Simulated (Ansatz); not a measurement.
System: CH₄F₃NSn (SMILES C[NH][Sn]([F])([F])[F]).

Input file:

```
crystal:
  periodic: [false, false, false]
  atoms:
    - {symbol: C, position_ang: [0.441914, -1.187953, 0.869554]}
    - {symbol: N, position_ang: [0.806710, -0.186117, -0.128130]}
    - {symbol: Sn, position_ang: [-0.578135, 1.040202, -0.829259]}
    - {symbol: F, position_ang: [-2.002603, 0.037481, -1.566151]}
    - {symbol: F, position_ang: [0.127021, 2.153954, -2.184873]}
    - {symbol: F, position_ang: [-1.427616, 2.225491, 0.387653]}
    - {symbol: H, position_ang: [0.266251, -0.785129, 1.872600]}
    - {symbol: H, position_ang: [-0.458769, -1.714595, 0.549261]}
    - {symbol: H, position_ang: [1.242268, -1.929537, 0.931318]}
    - {symbol: H, position_ang: [1.666161, 0.295104, 0.101026]}
basis:
  gaussian: {orbitals: def2-TZVPP}
hamiltonian: {xc: pbe0, dispersion: d4}
output: {orbitals: {seedname: orbitals}}
```

Launched as:

```sh
ansatz run in.yaml --threads 4 --pin off --events-out ev --progress --plain --max-ram 11315MiB
```

Geometry: PBE0-D4/def2-TZVP; core potentials replace the inner electrons of Sn.

The calculation used RKS PBE0-D4/def2-TZVPP in Ansatz 0.2.0.

### Predict the electron density and electron localisation function between the atoms.

C–N (1.46 Å): ρ at the midpoint is about 1.9 e/Å³; the ELF peaks at about 0.90 between the atoms; localised, covalent bonding.
Sn–F (1.89 Å): the density is about 0.91 e/Å³ at the midpoint; the ELF peaks at about 0.80 in the valence shell of F, 0.5 Å from its nucleus, and drops to about 0.15 between the two atoms.
Sn–N (1.98 Å): ρ at the midpoint is about 0.9 e/Å³; the ELF peaks at about 0.85 in the valence shell of N, 0.6 Å from its nucleus, and drops to about 0.20 between the two atoms.

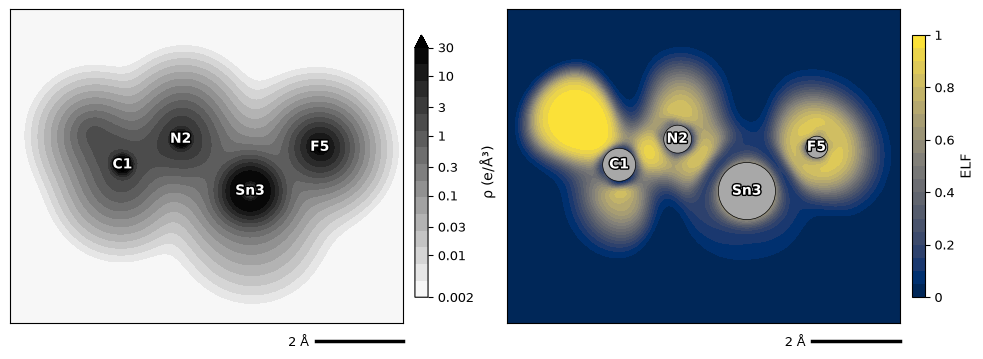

Computed electron density and electron localisation function on the plane of atoms C1, N2 and Sn3, in this order. Grey discs cover the atomic cores in the ELF map. 
